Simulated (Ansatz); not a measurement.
# KMgF3 (cubic perovskite): frozen-phonon scan

Relaxed KMgF3 (cubic perovskite):

```xyz
10
Lattice="8.1085 0.0000 0.0000 0.0000 4.0543 0.0000 0.0000 0.0000 4.0543" Properties=species:S:1:pos:R:3 pbc="T T T"
K      2.0271     2.0271     2.0271
K      6.0814     2.0271     2.0271
Mg     0.0000     0.0000     0.0000
Mg     4.0543     0.0000     0.0000
F      0.0000     2.0271     0.0000
F      4.0543     2.0271     0.0000
F      2.0271     0.0000     0.0000
F      6.0814     0.0000     0.0000
F      0.0000     0.0000     2.0271
F      4.0543     0.0000     2.0271
```

The atoms are displaced by Q × the pattern below (from a DFPT mode at X = (0.5, 0.0, 0.0), largest move 1; Q in Å), at fixed cell. (q is in reciprocal vectors of the primitive cell; the cell shown is doubled to hold the pattern.)

```json
[
 {"atom": "K1", "x": "0.108", "y": "0.000", "z": "0.000"},
 {"atom": "K2", "x": "-0.108", "y": "0.000", "z": "0.000"},
 {"atom": "F7", "x": "-1.000", "y": "0.000", "z": "0.000"},
 {"atom": "F8", "x": "1.000", "y": "0.000", "z": "0.000"}
]
```

Atoms not listed stay in place.

Method: PBE (plane waves to 420 eV, PAW, scalar-relativistic; Ansatz, an electronic-structure program). k mesh 4×8×8 (Γ-centred), Fermi-Dirac smearing 0.05 eV. Energies are smeared free energies. KMgF3 was relaxed with its symmetry unable to fall. ΔE is measured from the undisplaced structure.

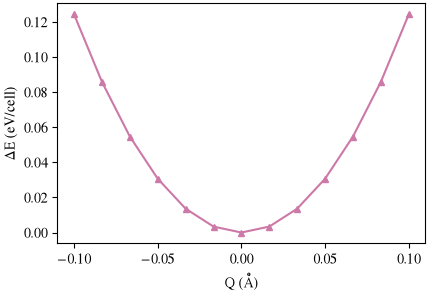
Fig. 1. ΔE (eV/cell) against Q (Å); markers are the computed points, lines only join them.

The energy at Q = 0.100 Å is 124.3 meV/cell. Symmetry of the curve: even: the same for both signs. Space group of the distorted cell: P4/mmm (No. 123), lowered from Pm-3m. Wavenumber by perturbation theory (DFPT, on another k mesh): 413 cm⁻¹. Shape of the curve: a single well with its minimum at or next to zero displacement.

(A displaced cell: forces are minus the slopes of the energy, force constants its curvatures, and phonons follow from these.)
